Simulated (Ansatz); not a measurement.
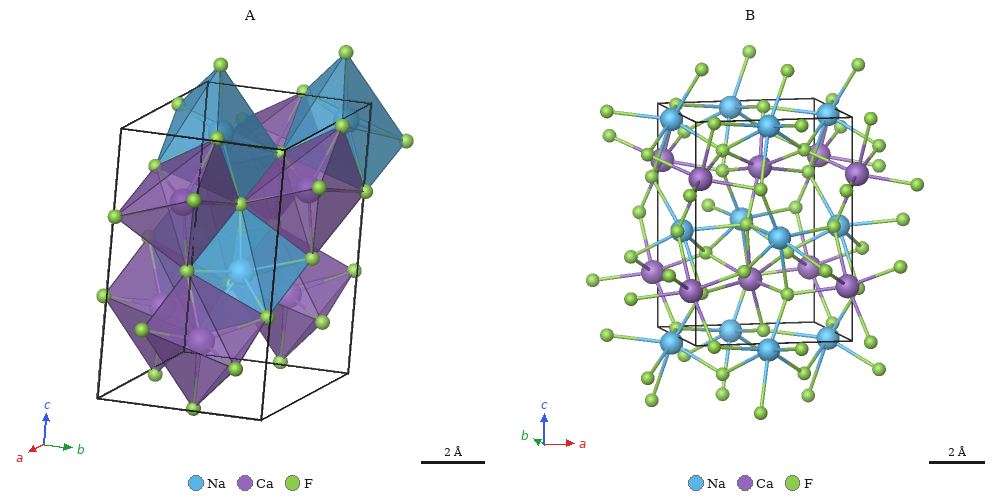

Two structures of NaCaF3, each relaxed to rest (conventional cells in solid outline, small ones repeated, not to one scale). Method: Ansatz, DFT, PBEsol, plane waves, PAW, without spin polarisation.

**State the structure in each panel.**

A: 20 atoms a cell on a base-centred monoclinic lattice, Cc. B: 20 atoms a cell on a primitive orthorhombic lattice, Pna2_1.

**Which is the more stable form at this level of theory?**

B is lower, by 43 meV/atom at this level of theory (energies at zero smearing). Volumes: A 15.5, B 14.1 Å³/atom.

One or both may be structure types tried for this composition rather than known phases.
